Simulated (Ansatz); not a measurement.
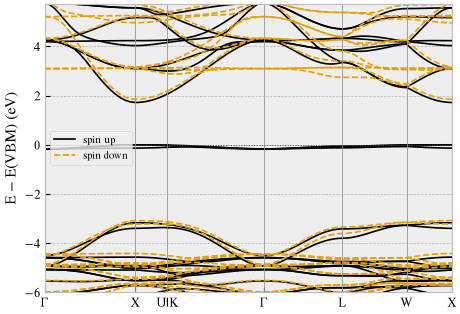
Band structure from r²SCAN (plane waves, PAW; program Ansatz)

Q: Read off the gap and where the band edges lie.

A: About 1.7 eV (1.72 eV by a search for the band edges); maximum at X, minimum at X.

Q: Pick the material that matches.
A) Li2H6Pt, Fm-3m (Li on 8c, H on 24e, Pt on 4a)
B) ZrMnF6, Fm-3m (Zr on 4b, Mn on 4a, F on 24e)
C) NaTl2MoF6, Fm-3m (Na on 4b, Tl on 8c, Mo on 4a, F on 24e)
D) Ca2H6Os, Fm-3m (Ca on 8c, H on 24e, Os on 4a)

A: C, NaTl2MoF6, Fm-3m (Na on 4b, Tl on 8c, Mo on 4a, F on 24e)

The first step of the workflow began from a Materials Project structure, measured or hypothetical; the Crystallography Open Database files this formula in space group No. 225, but the cells were not matched. Its standing as an ambient phase is unchecked. The cell was relaxed with r²SCAN under the symmetry of its start; its stability against distortions is not shown here. Magnetic state: ferromagnetic, chosen from 3 collinear starts compared on coarse meshes (ties went to the first, and starts can fall back to one state), not a proven ground state. Other orbital occupations within this spin state were not tried. No Hubbard U is applied. Spin–orbit coupling is left out wherever it is not named.

Potentials: the later of the program's two PAW sets.
